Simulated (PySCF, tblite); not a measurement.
# C₈H₉ClSi: geometry, infrared bands and NMR shifts

Aim: predict the infrared bands and NMR shifts of C₈H₉ClSi (`C#C[SiH2]C#CCC1(Cl)CC1`).

Programs: tblite 0.8.0 and PySCF 2.14.0, with density-fitted response routines of our own. Each step states its level of theory. These are calculated values for one molecule in the gas phase, unless marked as measured. Atoms count from 0, in the outputs and in this text.

## (1) Starting geometry

19 atoms, charge 0, multiplicity 1; geometry from: force field or distance geometry start.

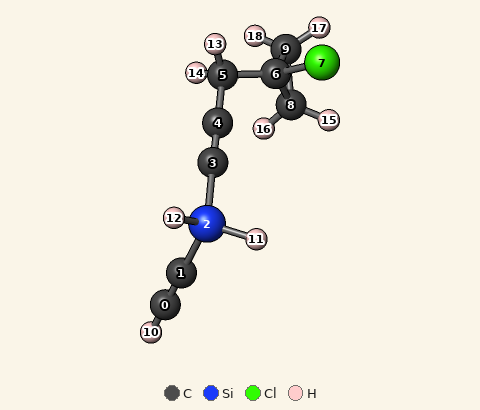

The starting geometry (carbon dark grey, silicon blue, chlorine green, hydrogen pink), atoms numbered.

## (2) Geometry optimisation with GFN2-xTB

The job: settings as JSON, then the geometry in Å.

```
{"job": {"kind": "relax", "xc": "GFN2-xTB", "basis": "xTB"}, "charge": 0, "multiplicity": 1}
C      4.177700     1.323100    -1.970400
C      3.765500     0.525100    -1.182100
Si     3.155100    -0.740900     0.076300
C      1.280500    -0.911700    -0.014300
C      0.083600    -1.031500    -0.034400
C     -1.382700    -1.166400    -0.090500
C     -1.909400    -0.222600     0.962500
Cl    -1.708700    -0.764400     2.660100
C     -1.894900     1.267500     0.731400
C     -3.203000     0.520300     0.685900
H      4.519400     2.039200    -2.678600
H      3.547800    -0.324400     1.441400
H      3.777800    -2.050900    -0.185300
H     -1.683400    -2.196300     0.115600
H     -1.750700    -0.891800    -1.082600
H     -1.720000     1.924200     1.589000
H     -1.487800     1.644800    -0.198600
H     -3.902700     0.669400     1.493200
H     -3.673700     0.396600    -0.278700
```

Run with:

```sh
> OMP_NUM_THREADS=1 python probes_run.py task.json out
```

The driver reads the jobs from task.json and runs them one after another.

The program printed:

```text
step      E/eV     max force
  0    -757.31425    1.514
  1    -757.31566    3.360
  2    -757.38614    0.600
  3    -757.40352    0.394
  4    -757.41992    0.681
  5    -757.42105    1.224
  6    -757.43078    0.152
  7    -757.43415    0.199
  8    -757.43973    0.314
  9    -757.44210    0.172
 10    -757.44394    0.080
 11    -757.44494    0.120
 12    -757.44562    0.090
 13    -757.44600    0.049
 14    -757.44627    0.047
 15    -757.44648    0.059
 16    -757.44664    0.042
 17    -757.44675    0.028
 18    -757.44683    0.028
 19    -757.44691    0.035
 20    -757.44700    0.035
 21    -757.44711    0.039
 22    -757.44722    0.029
 23    -757.44733    0.043
 24    -757.44744    0.039
 25    -757.44758    0.050
 26    -757.44778    0.065
 27    -757.44806    0.062
 28    -757.44837    0.066
 29    -757.44865    0.056
 30    -757.44890    0.037
 31    -757.44917    0.047
 32    -757.44947    0.052
 33    -757.44972    0.045
 34    -757.44991    0.030
 35    -757.45005    0.032
 36    -757.45018    0.027
 37    -757.45029    0.026
 38    -757.45039    0.023
 39    -757.45050    0.023
 40    -757.45061    0.033
 41    -757.45074    0.037
 42    -757.45087    0.030
 43    -757.45101    0.030
 44    -757.45118    0.036
 45    -757.45134    0.041
 46    -757.45146    0.030
 47    -757.45153    0.018
 48    -757.45160    0.025
 49    -757.45167    0.026
 50    -757.45173    0.019
 51    -757.45177    0.017
 52    -757.45179    0.016
 53    -757.45182    0.014
 54    -757.45184    0.010
 55    -757.45185    0.007
```

Wall time 0.87 s (1 thread of Arm Neoverse N1, shared host); peak memory 0.18 GiB.

Step by step: (not every step is listed)

```
step  energy from step 0 (eV)  largest force (eV/Å)
   0                   0.0000                1.5137
   1                  -0.0014                3.3601
   2                  -0.0719                0.6002
   3                  -0.0893                0.3937
   4                  -0.1057                0.6809
   5                  -0.1068                1.2236
   6                  -0.1165                0.1516
   7                  -0.1199                0.1991
   8                  -0.1255                0.3136
  12                  -0.1314                0.0895
  16                  -0.1324                0.0420
  20                  -0.1327                0.0346
  24                  -0.1332                0.0388
  28                  -0.1341                0.0661
  32                  -0.1352                0.0522
  36                  -0.1359                0.0266
  40                  -0.1364                0.0327
  44                  -0.1369                0.0363
  48                  -0.1373                0.0254
  50                  -0.1375                0.0189
  51                  -0.1375                0.0173
  52                  -0.1375                0.0156
  53                  -0.1376                0.0141
  54                  -0.1376                0.0102
  55                  -0.1376                0.0073
```

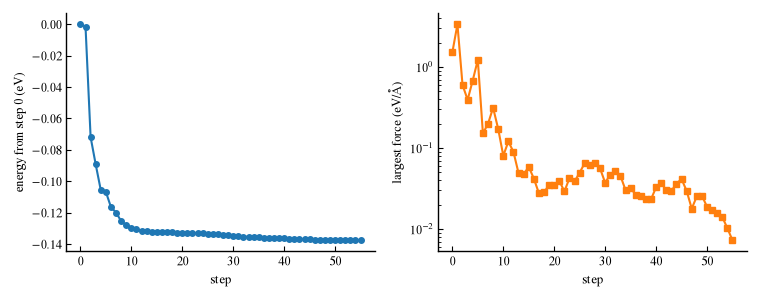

Energy and largest force along the relaxation.

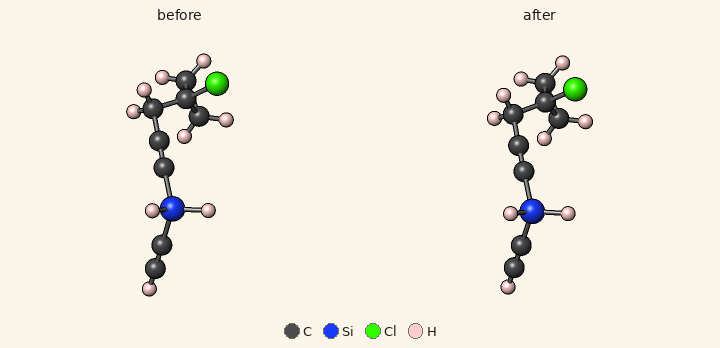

Before and after, at one scale.

Close pairs (by a distance rule), those that changed most:

```
   bond  before (Å)  after (Å)  change (Å)
 Si2–C3       1.885      1.847      -0.037
 C1–Si2       1.887      1.853      -0.034
 C6–Cl7       1.793      1.771      -0.022
  C4–C5       1.474      1.452      -0.022
  C6–C9       1.517      1.496      -0.021
 C8–H15       1.094      1.079      -0.016
  C6–C8       1.508      1.495      -0.013
Si2–H11       1.480      1.467      -0.013
```

The final coordinates are the input of the step that follows.

## (3) Vibrational analysis with GFN2-xTB

The job: settings as JSON, then the geometry in Å.

```
{"job": {"kind": "ir", "xc": "GFN2-xTB", "basis": "xTB"}, "charge": 0, "multiplicity": 1}
C      4.040990     1.269274    -1.944844
C      3.705514     0.450572    -1.131412
Si     3.193480    -0.807971     0.127967
C      1.354170    -0.939006     0.019598
C      0.154968    -1.023079    -0.046740
C     -1.294403    -1.087034    -0.101296
C     -1.914746    -0.173714     0.935529
Cl    -1.616366    -0.745704     2.585001
C     -1.946289     1.306575     0.728183
C     -3.220635     0.509731     0.680757
H      4.332939     1.986430    -2.657961
H      3.574729    -0.334874     1.463639
H      3.799694    -2.101390    -0.211497
H     -1.621080    -2.117627     0.070415
H     -1.629027    -0.778263    -1.096276
H     -1.778354     1.944816     1.581442
H     -1.535338     1.692689    -0.193006
H     -3.910247     0.608490     1.504432
H     -3.699803     0.349337    -0.273902
```

The program printed:

```text
mode    cm-1     km/mol
  1       5.3      0.28
  2      26.8      0.67
  3      51.6      0.28
  4      64.0      0.22
  5     161.5      1.16
  6     170.1      2.98
  7     206.5      1.09
  8     258.7      6.79
  9     273.5      3.53
 10     283.1      3.48
 11     304.3      8.10
 12     324.0      3.05
 13     356.3      1.06
 14     444.6      7.63
 15     485.7    131.11
 16     553.9      0.50
 17     578.1      4.92
 18     618.2     14.03
 19     654.7     31.75
 20     679.0     18.92
 21     682.0     42.99
 22     733.0    493.09
 23     770.1    253.93
 24     790.2      1.17
 25     853.4      3.85
 26     899.3      1.45
 27     926.9      0.44
 28     988.6      9.25
 29    1019.8      3.61
 30    1068.4      0.14
 31    1076.1      9.17
 32    1097.4     12.30
 33    1135.3      0.56
 34    1138.8      0.60
 35    1189.8     19.61
 36    1281.6      1.06
 37    1365.4      0.94
 38    1423.3      7.91
 39    1430.3      2.27
 40    1476.0     12.60
 41    2208.8    442.91
 42    2211.7     68.42
 43    2227.9    224.09
 44    2328.9    159.98
 45    2940.9     21.55
 46    2953.0     16.37
 47    3081.7     16.29
 48    3086.5      7.58
 49    3103.5      2.70
 50    3115.0     26.58
 51    3350.1      5.03
```

It took 1.6 s on 1 thread of Arm Neoverse N1, shared host; peak memory 0.18 GiB.

The strongest bands and the atoms that carry them (share of the mass-weighted mode):

```
cm⁻¹  km/mol                         atoms
 486   131.1  H11 32 %, H12 31 %, Si2 18 %
 682    43.0             H10 82 %, C0 15 %
 733   493.1  Si2 34 %, H12 22 %, H11 22 %
 770   253.9            H12 46 %, H11 46 %
2209   442.9            H12 67 %, H11 26 %
2212    68.4              C1 53 %, C0 33 %
2228   224.1            H11 67 %, H12 29 %
2329   160.0              C4 52 %, C3 47 %
```

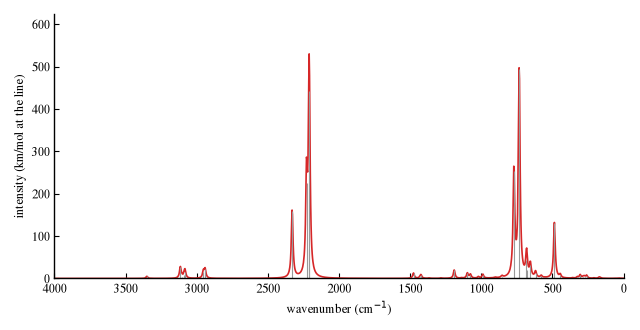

The infrared spectrum from these modes, unscaled. Lines are broadened to a width of 14 cm⁻¹ (Lorentzian).

## (4) Nuclear shieldings: PBE0/pcSseg-1

Settings changed since step 3:

```diff
@@ -1,2 +1,2 @@
-{"job": {"kind": "ir", "xc": "GFN2-xTB", "basis": "xTB"}, "charge": 0, "multiplicity": 1}
+{"job": {"kind": "nmr", "xc": "PBE0", "basis": "pcSseg-1"}, "charge": 0, "multiplicity": 1}
 C      4.040990     1.269274    -1.944844
```

Method: GIAO PBE0/pcSseg-1 NMR shielding, non-relativistic, gas phase.

The program printed:

```text
coarse grid: 17520 points
cycle   1  E = -1058.9516148534  dE =  1.372e+00  |g| = 5.508e-01  |ddm| = 4.352e+00
cycle   2  E = -1058.9325684172  dE =  1.905e-02  |g| = 6.233e-01  |ddm| = 1.330e+00
cycle   3  E = -1059.0205986114  dE = -8.803e-02  |g| = 2.047e-01  |ddm| = 7.218e-01
cycle   4  E = -1059.0304525296  dE = -9.854e-03  |g| = 5.839e-02  |ddm| = 1.975e-01
cycle   5  E = -1059.0312311804  dE = -7.787e-04  |g| = 2.020e-02  |ddm| = 5.750e-02
cycle   6  E = -1059.0313242316  dE = -9.305e-05  |g| = 4.729e-03  |ddm| = 2.397e-02
cycle   7  E = -1059.0313282447  dE = -4.013e-06  |g| = 2.633e-03  |ddm| = 6.288e-03
final grid: 161688 points
cycle   8  E = -1059.0932500424  dE = -4.108e-05  |g| = 9.636e-03  |ddm| = 5.531e-02
cycle   9  E = -1059.0932091952  dE =  4.085e-05  |g| = 1.590e-02  |ddm| = 2.236e-02
cycle  10  E = -1059.0932717348  dE = -6.254e-05  |g| = 3.081e-03  |ddm| = 1.380e-02
cycle  11  E = -1059.0932740123  dE = -2.278e-06  |g| = 4.705e-04  |ddm| = 2.620e-03
cycle  12  E = -1059.0932740575  dE = -4.515e-08  |g| = 1.589e-04  |ddm| = 6.417e-04
cycle  13  E = -1059.0932740631  dE = -5.564e-09  |g| = 4.878e-05  |ddm| = 1.843e-04
cycle  14  E = -1059.0932740634  dE = -3.888e-10  |g| = 2.871e-05  |ddm| = 5.851e-05
converged SCF energy = -1059.0932740634

GIAO shielding tensors (ppm)
atom      isotropic    diamagn.    paramagn.     s11        s22        s33       span
  0 C       83.880     261.410    -177.531     -1.053      2.119    250.573    251.625
  1 C      101.611     259.248    -157.636      4.737     10.797    289.300    284.563
  2 Si     442.471     881.723    -439.252    439.042    439.109    449.262     10.220
  3 C      103.394     260.257    -156.863     20.276     25.786    264.121    243.845
  4 C       72.216     272.145    -199.928    -29.164    -19.112    264.924    294.088
  5 C      151.519     246.786     -95.266    133.929    147.229    173.400     39.471
  6 C      137.555     245.531    -107.976    106.282    110.974    195.409     89.127
  7 Cl     757.857    1147.479    -389.622    498.405    693.081   1082.084    583.678
  8 C      169.319     247.283     -77.964    128.693    176.479    202.787     74.095
  9 C      166.717     260.426     -93.708    126.474    176.310    197.368     70.894
 10 H       29.834      33.445      -3.611     24.667     24.963     39.871     15.204
 11 H       26.912      28.395      -1.483     23.359     25.813     31.564      8.205
 12 H       26.974      26.748       0.227     23.219     25.505     32.199      8.980
 13 H       28.476      27.793       0.682     23.665     28.013     33.749     10.084
 14 H       29.749      31.253      -1.504     23.820     29.561     35.866     12.046
 15 H       30.608      30.674      -0.066     25.518     27.813     38.491     12.973
 16 H       30.752      31.907      -1.156     25.595     27.556     39.104     13.509
 17 H       30.580      32.044      -1.463     24.726     27.966     39.049     14.323
 18 H       30.942      32.222      -1.280     25.052     28.084     39.691     14.639
```

It took 82 s on 1 thread of Arm Neoverse N1, shared host; peak memory 0.96 GiB.

Shifts follow as δ = σ(reference) − σ, with reference shieldings (ppm) from runs at the same level and on the same kind of geometry: 1H TMS 31.72, 13C TMS 186.9, 29Si TMS 349.2, 35Cl HCl 950. The references are single molecules in the gas phase. Atoms listed in one row are averaged.

```
   atoms                                   environment  σ (ppm)  δ (ppm)  δ scaled to CDCl3
      C4                                 alkyne carbon     72.2    114.7              110.0
      C0                        terminal alkyne carbon     83.9    103.0               98.7
      C1                                 alkyne carbon    101.6     85.3               81.4
      C3                                 alkyne carbon    103.4     83.5               79.6
      C6  three-membered-ring carbon bearing a halogen    137.6     49.4               46.3
      C5                           propargylic sp3 CH2    151.5     35.4               32.6
  C8, C9                    three-membered-ring carbon    168.0     18.9               16.5
H11, H12           hydrogen on a silicon bonded to 2 C    26.94     4.77                  –
H13, H14             hydrogen on a propargylic sp3 CH2    29.11     2.60               2.56
     H10          hydrogen on a terminal alkyne carbon    29.83     1.88               1.88
H15, H17      hydrogen on a three-membered-ring carbon    30.59     1.12               1.16
H16, H18      hydrogen on a three-membered-ring carbon    30.85     0.87               0.93
     Si2                    silicon bonded to 2 C, 2 H    442.5    -93.3                  –
     Cl7                          chlorine bonded to C      758      192                  –
```

The scaled column applies a straight-line fit of computed shieldings to shifts measured in CDCl3, with any fitted terms for Cl, Br or S neighbours (root-mean-square error 0.16 ppm for H, 1.9 ppm for C).

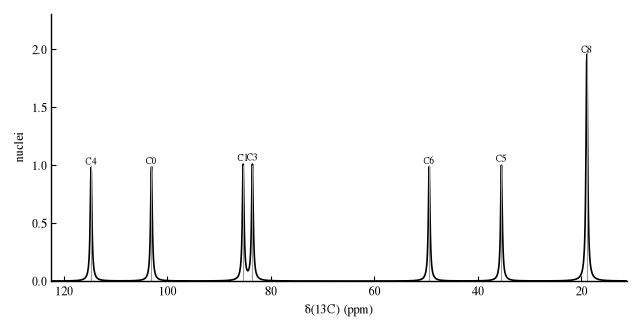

13C lines at the computed shifts, without couplings. Lines are broadened to a width of 0.38 ppm (Lorentzian).

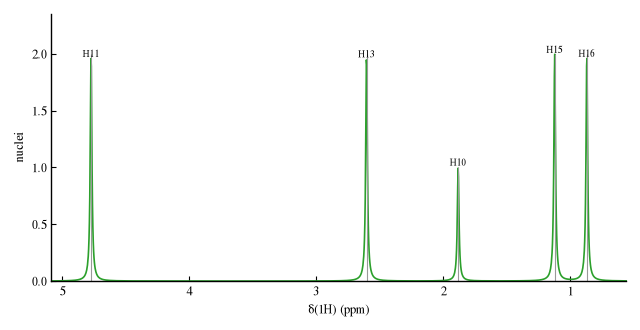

1H lines at the computed shifts, without couplings. Lines are broadened to a width of 0.02 ppm (Lorentzian).

Charges from the same density, by scheme (e):

```
 atoms  Mulliken    IAO  Hirshfeld  ESP fit
    C0     -0.18  -0.19      -0.08    -0.32
    C1     -0.19  -0.33      -0.15    -0.17
   Si2      0.71   0.81       0.38     0.54
    C3     -0.48  -0.37      -0.17    -0.34
    C4      0.10   0.00      -0.03     0.11
    C5     -0.03  -0.28      -0.05    -0.45
    C6     -0.41   0.03       0.04     0.10
   Cl7     -0.07  -0.09      -0.05    -0.10
C8, C9     -0.12  -0.29      -0.09    -0.30
```

IAO charges:

C0 -0.19; C1 -0.33; Si2 0.81; C3 -0.37; C4 0.00; C5 -0.28; C6 0.03; Cl7 -0.09; C8 -0.29; C9 -0.29; H10 0.20; H11 -0.11; H12 -0.11; H13 0.18; H14 0.17; H15 0.17; H16 0.16; H17 0.17; H18 0.15

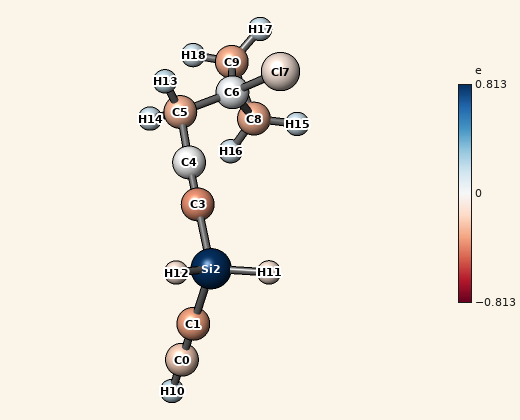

IAO charges, as colours on the atoms.

Mayer bond orders: C0–C1 2.56, C1–Si2 0.92, Si2–C3 1.01, C3–C4 2.52, C4–C5 1.07, C5–C6 1.02, C6–Cl7 1.05, C6–C8 0.90, C8–C9 0.96, C9–C6 0.94.

Ring of atoms C6, C8, C9: NICS(0) -41.6, NICS(1) -8.1, NICS(1)zz -20.2 ppm (means of both faces).

In rings of three or four atoms NICS is ruled by the nearby σ bonds, so it says little on aromaticity.

## (5) Outcome

```
                                                               quantity                                           value
                              strongest single infrared mode (GFN2-xTB)                            733 cm⁻¹, 493 km/mol
                                           zero-point energy (GFN2-xTB)                                   83.6 kcal/mol
13C shifts against TMS (PBE0/pcSseg-1, means over atoms taken as alike)  114.7, 103.0, 85.3, 83.5, 49.4, 35.4, 18.9 ppm
 1H shifts against TMS (PBE0/pcSseg-1, means over atoms taken as alike)                4.77, 2.60, 1.88, 1.12, 0.87 ppm
                                29Si shifts against TMS (PBE0/pcSseg-1)                                       -93.3 ppm
                                35Cl shifts against HCl (PBE0/pcSseg-1)                                         192 ppm
```

In words: Over 55 steps the energy fell by 0.138 eV; of the close pairs, Si2–C3 changed most, 1.885 to 1.847 Å. All 51 modes are real, so the xTB geometry is a minimum. The strongest single mode, at 733 cm⁻¹, has its largest shares on Si2, H12 and H11 (the list is cut at 3 atoms). GFN2-xTB is a fitted tight-binding method: band positions and strengths are rough. Its intensities can rank the bands wrongly. At PBE0/pcSseg-1: Shielding is most anisotropic at Cl7 (span 584 ppm, paramagnetic term -390 ppm).
